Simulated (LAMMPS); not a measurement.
Consider GaN (wurtzite), 896 atoms, at 1620 K and 0 GPa, heated as the crystal in molecular dynamics.

Level of theory: classical MD, pair style sw, file GaN.sw, run in LAMMPS.

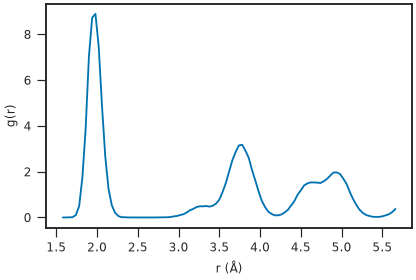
g(r) against r (Å)

The data show:
- state found: crystal; no diffusion seen in 30 ps
- first peak of g(r), Ga-N: 1.96 Å, height 8.9
- coordination number of Ga by N: 4.00 (counted to 2.58 Å)
- coordination number of N by Ga: 4.00 (counted to 2.58 Å)
